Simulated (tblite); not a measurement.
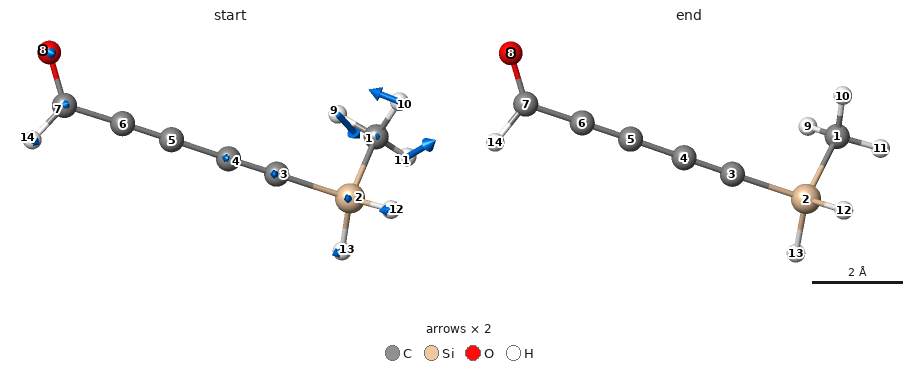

The structure of C₆H₆OSi before (left) and after (right) a relaxation, at one scale. The blue arrows give the displacements, magnified 2 times.

Style: ball-and-stick. Shown at a tilt.

Computed with tblite, GFN2-xTB geometry optimisation, gas phase. 

Describe what moved and what it gained.

Answer. The largest move after the best rigid fit is that of H9, 0.51 Å. By element the largest moves are H 0.51 Å, O 0.12 Å, Si 0.08 Å, C 0.08 Å. Among the contacts that change: C4–C5 1.421 → 1.352 Å, C7–O8 1.242 → 1.204 Å, C1–Si2 1.863 → 1.897 Å, C7–H14 1.081 → 1.111 Å. Among the angles between lasting bonds that change: C6–C7–H14 117.7° → 112.2°, H9–C1–H11 111.9° → 107.6°, Si2–C1–H11 106.9° → 111.0°. Groups turn about C1–Si2 by about 25°. The energy falls by 28.7 kJ/mol in 82 geometry steps.
